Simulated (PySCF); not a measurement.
**FeSCl: sextet, from a PBE0 minimum start**

Aim: relax FeSCl as a sextet from a PBE0 minimum start, check by its vibrations whether the end is a minimum, and collect its spectrum and constants.

Program: PySCF 2.14.0. Level of theory: PBE0, basis Fe def2-SVP, S def2-SVP, Cl def2-SVP, no relativity, density fitting. These are calculated values, not measurements.

## (1) Starting geometry

3 atoms, charge 0, spin multiplicity 6.

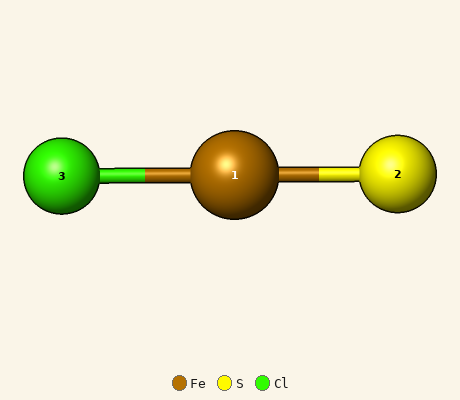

The starting geometry (iron orange, sulfur yellow, chlorine green); atoms are numbered from 1 in the order of the file.

Z-matrix (Å, degrees; charge 0 multiplicity 6):
```
Fe
S  1 2.0443
Cl 1 2.1651 2 180.00
```

## (2) First SCF at the start

The steps below are one call of a driver around PySCF. For each, scf.py gives the equivalent set-up of the SCF; relaxations use the driver's own optimiser. After this first run the driver tries any further starts and a stability analysis.

Contents of scf.py:

```python
from pyscf import gto, scf, dft
mol = gto.M(atom='''
Fe    -0.084203    -0.000000    -0.002067
S     -2.127931    -0.000000    -0.052240
Cl     2.080259     0.000000     0.051070''',
    basis={'Fe': 'def2-SVP', 'S': 'def2-SVP', 'Cl': 'def2-SVP'},
    charge=0, spin=5)
mf = dft.UKS(mol, xc='PBE0')
mf.grids.atom_grid = (50, 194)
aux = {'Fe': 'def2-universal-JKFIT', 'S': 'def2-universal-JKFIT', 'Cl': 'def2-universal-JKFIT'}
mf = mf.density_fit(auxbasis=aux)
mf.conv_tol = 1e-08
mf.diis_space = 10
mf.max_cycle = 60
mf.init_guess = 'minao'
mf.verbose = 4
mf.kernel()
```

The run is started by

```
> OMP_NUM_THREADS=2 python axn.py task.json out
```

The log of the run (excerpt; [...] marks lines left out):

```text
[... the frontier levels of the middle cycles are left out ...]
init E= -2120.12921630668
[... the frontier-level lines of each cycle are left out ...]
cycle= 1 E= -2111.86322996705  delta_E= 8.27  |g|= 2.89  |ddm|= 9.44
cycle= 2 E= -2095.54795560093  delta_E= 16.3  |g|= 4.76  |ddm|= 9.83
cycle= 3 E= -2113.02374064053  delta_E= -17.5  |g|= 3.73  |ddm|= 6.96
cycle= 4 E= -2114.17813101208  delta_E= -1.15  |g|= 3.57  |ddm|= 0.632
cycle= 5 E= -2113.25536967972  delta_E= 0.923  |g|= 3.71  |ddm|= 0.48
cycle= 6 E= -2113.15820210698  delta_E= 0.0972  |g|= 3.72  |ddm|= 0.0619
cycle= 7 E= -2112.87418303372  delta_E= 0.284  |g|= 3.76  |ddm|= 0.32
cycle= 8 E= -2112.86950548582  delta_E= 0.00468  |g|= 3.76  |ddm|= 0.174
cycle= 9 E= -2113.03632019418  delta_E= -0.167  |g|= 3.73  |ddm|= 0.317
cycle= 10 E= -2113.15389746833  delta_E= -0.118  |g|= 3.72  |ddm|= 0.167
cycle= 11 E= -2113.11921892205  delta_E= 0.0347  |g|= 3.72  |ddm|= 0.0212
cycle= 12 E= -2098.61379863611  delta_E= 14.5  |g|= 4.58  |ddm|= 14.3
cycle= 13 E= -2114.81185793686  delta_E= -16.2  |g|= 3.45  |ddm|= 14.4
cycle= 14 E= -2114.89939797737  delta_E= -0.0875  |g|= 3.43  |ddm|= 0.185
[... 8 cycles left out ...]
cycle= 23 E= -2120.89307849771  delta_E= -0.336  |g|= 0.749  |ddm|= 0.357
cycle= 24 E= -2121.18650155786  delta_E= -0.293  |g|= 0.129  |ddm|= 0.588
cycle= 25 E= -2121.19471575242  delta_E= -0.00821  |g|= 0.105  |ddm|= 0.207
cycle= 26 E= -2121.19846418904  delta_E= -0.00375  |g|= 0.0866  |ddm|= 0.104
cycle= 27 E= -2121.2012673348  delta_E= -0.0028  |g|= 0.0492  |ddm|= 0.0593
cycle= 28 E= -2121.20252773471  delta_E= -0.00126  |g|= 0.0172  |ddm|= 0.063
cycle= 29 E= -2121.20266733251  delta_E= -0.00014  |g|= 0.00195  |ddm|= 0.024
cycle= 30 E= -2121.20267143538  delta_E= -4.1e-06  |g|= 0.000813  |ddm|= 0.00584
cycle= 31 E= -2121.20267197295  delta_E= -5.38e-07  |g|= 0.000223  |ddm|= 0.00134
cycle= 32 E= -2121.20267209389  delta_E= -1.21e-07  |g|= 0.000148  |ddm|= 0.00074
cycle= 33 E= -2121.20267217351  delta_E= -7.96e-08  |g|= 6.52e-05  |ddm|= 0.000663
cycle= 34 E= -2121.20267222832  delta_E= -5.48e-08  |g|= 7.58e-05  |ddm|= 0.000836
cycle= 35 E= -2121.2026722435  delta_E= -1.52e-08  |g|= 1.39e-05  |ddm|= 0.000511
cycle= 36 E= -2121.20267224468  delta_E= -1.18e-09  |g|= 5.05e-06  |ddm|= 0.00014
Extra cycle  E= -2121.20267224485  delta_E= -1.76e-10  |g|= 5.07e-06  |ddm|= 2.46e-05
converged SCF energy = -2121.20267224485  <S^2> = 8.7704247  2S+1 = 6.0068044
```

This step, with its further starts and checks, needed 24 s of wall time on 2 threads of Arm Neoverse N1, shared host.

The starts that the driver tried:

| start | energy (Eh) |
| --- | --- |
| the minimal-basis guess | -2121.202672 |
| a thermally smeared density | -2121.202672 |
| a smeared PBE density | -2121.202672 |

No lower solution of this spin turned up from the other starts or in the test of internal stability.

## (3) PBE0 minimum start, sextet: relaxation

The program finds C∞v symmetry in the start, which this walk keeps. The walk stops when the largest gradient is under 0.0003 Eh/bohr and the energy has settled too.

scf.py, as its differences from that of step 2:

```diff
@@ -15 +14,0 @@
-mf.init_guess = 'minao'
```

The optimiser's trace:

```
step   energy (Eh)  change (kJ/mol)  largest symmetric gradient (Eh/bohr)
   0  -2121.202672             0.00                               0.00003
```

The walk took 1.7 s.

Geometry (Å) and forces (eV/Å) at some steps:

```
step 0
Fe  -0.084   0.000  -0.002   0.000   0.000   0.001
S   -2.128   0.000  -0.052   0.001   0.000   0.000
Cl   2.080   0.000   0.051  -0.001   0.000  -0.002
```

End point (C∞v, 0 steps, 0.0 kJ/mol gained): Fe–Cl 2.165 Å, Fe–S 2.044 Å; Cl–Fe–S 180.0°.

## (4) Hessian and properties

On the finer grid the gradient is checked again; gradients at displacements of ±0.02 bohr then give force constants and infrared intensities.

scf.py, as its differences from that of step 3:

```diff
@@ -3,3 +3,3 @@
-Fe    -0.084203    -0.000000    -0.002067
-S     -2.127931    -0.000000    -0.052240
-Cl     2.080259     0.000000     0.051070''',
+Fe    -0.084204    -0.000000    -0.002067
+S     -2.127789    -0.000000    -0.052237
+Cl     2.080118     0.000000     0.051066''',
@@ -9 +9 @@
-mf.grids.atom_grid = (50, 194)
+mf.grids.atom_grid = (75, 302)
@@ -12 +12 @@
-mf.conv_tol = 1e-08
+mf.conv_tol = 1e-10
```

The driver hands on the density of the step before, so the log starts near convergence.

SCF at the final geometry:

```text
init E= -2121.20258962943
[... the frontier-level lines of each cycle are left out ...]
cycle= 1 E= -2121.2025896294  delta_E= 3.05e-11  |g|= 1.23e-05  |ddm|= 1.24e-05
cycle= 2 E= -2121.20258962819  delta_E= 1.21e-09  |g|= 5.31e-05  |ddm|= 4.73e-05
cycle= 3 E= -2121.20258962946  delta_E= -1.27e-09  |g|= 3.01e-06  |ddm|= 4.05e-05
cycle= 4 E= -2121.20258962946  delta_E= -5e-12  |g|= 4.16e-07  |ddm|= 3.63e-06
Extra cycle  E= -2121.20258962947  delta_E= -2.73e-12  |g|= 1.44e-06  |ddm|= 1.65e-06
converged SCF energy = -2121.20258962947  <S^2> = 8.7704322  2S+1 = 6.0068069
```

The whole step took 40 s.

Geometry: C∞v; Fe–Cl 2.165 Å, Fe–S 2.044 Å; Cl–Fe–S 180.0°.

Modes, for the most abundant isotopes:

| symmetry | ω (cm⁻¹) | IR (km/mol) |
| --- | --- | --- |
| π | 54 | 50.8 |
| σ+ | 372 | 22.8 |
| σ+ | 564 | 61.3 |

No imaginary mode, so this is a minimum.

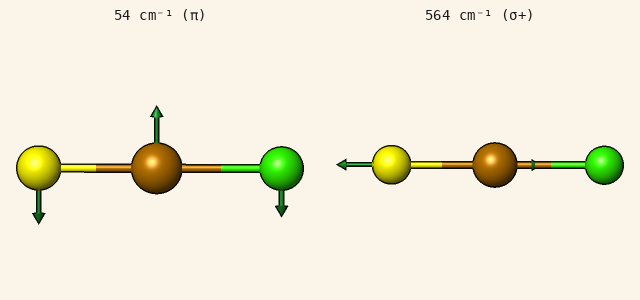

Displacements of 2 of the modes, as arrows (one member where a mode is degenerate).

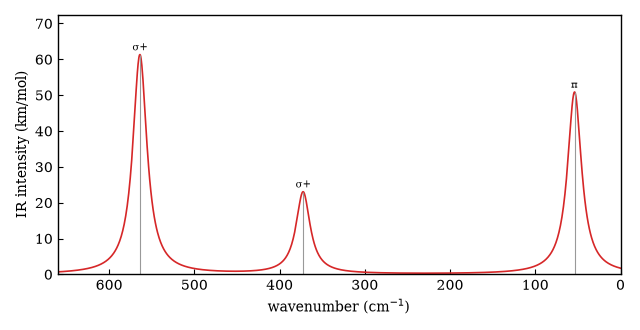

The harmonic infrared spectrum (widths in cm⁻¹). Lines are broadened to a width of 20 cm⁻¹ (Lorentzian).

Properties at this point:

```
Dipole moment                                                   : 0.27 D
Highest occupied level                                          : -7.82 eV
Lowest empty level                                              : -3.76 eV
Rotational constants                                            : 0.05683 cm⁻¹
Zero-point energy                                               : 6.2 kJ/mol
Principal polarisabilities                                      : 27.2, 27.2, 93.9 bohr³
Atomisation energy without zero-point energy                    : 701 kJ/mol
Principal traceless quadrupole moments about the centre of mass : -14.13, 7.06, 7.06 D Å
Entropy at 298.15 K and 1 bar (electronic part: spin only)      : 306.0 J/(mol K)
Heat capacity Cp at 298.15 K                                    : 56.7 J/(mol K)
Enthalpy at 298.15 K above 0 K                                  : 14.38 kJ/mol
Rotational symmetry number                                      : 1
Spin squared ⟨S²⟩                                               : 8.770
```

Populations by atom (charges in e):

```json
{"atom": "Fe1", "Mulliken": "0.61", "Löwdin": "0.36", "polar tensor": "1.11", "spin (Mulliken)": "4.01", "Mayer order to Fe1": "–"}
{"atom": "S2", "Mulliken": "-0.26", "Löwdin": "-0.14", "polar tensor": "-0.43", "spin (Mulliken)": "0.93", "Mayer order to Fe1": "1.98"}
{"atom": "Cl3", "Mulliken": "-0.36", "Löwdin": "-0.22", "polar tensor": "-0.68", "spin (Mulliken)": "0.06", "Mayer order to Fe1": "1.01"}
```

Outer orbital energies (eV). α occupied: -12.75, -12.75, -9.71, -8.91, -8.91, -8.53, -7.85, -7.85; empty: -0.64, 0.66, 0.66, 2.46. β occupied: -21.90, -18.28, -10.58, -9.22, -9.22, -8.45, -7.82, -7.82; empty: -3.76, -3.76, -3.63, -3.37.

Mulliken populations on Fe1: s 6.59, p 12.62, d 6.18, f 0.00.

## (5) What came out

```
                                          quantity                                        value
                                           minimum                                  sextet, C∞v
                                          geometry  Fe–Cl 2.165 Å, Fe–S 2.044 Å; Cl–Fe–S 180.0°
                                wavenumbers (cm⁻¹)                   54 (π), 372 (σ+), 564 (σ+)
                                     dipole moment                                       0.27 D
highest occupied, lowest empty level (either spin)                              -7.82, -3.76 eV
                        polar-tensor charge of Fe1                                      +1.11 e
                                 zero-point energy                                   6.2 kJ/mol
                               entropy at 298.15 K                              306.0 J/(mol K)
         atomisation energy (no zero-point energy)                                   701 kJ/mol
                                              ⟨S²⟩                                        8.770
```

What this shows: The molecule stays C∞v, as typed, and the end point is a minimum. The strongest infrared band lies at 564 cm⁻¹ (σ+, stretch). Most of the spin sits on Fe1 (Mulliken spin 4.01, against 5 for the whole molecule). Only this shape and spin were tried, so other structures or states may lie lower. Open d and f shells are described by one determinant, and the ground state may have another occupation or spin.

The search up to here took 65 s.
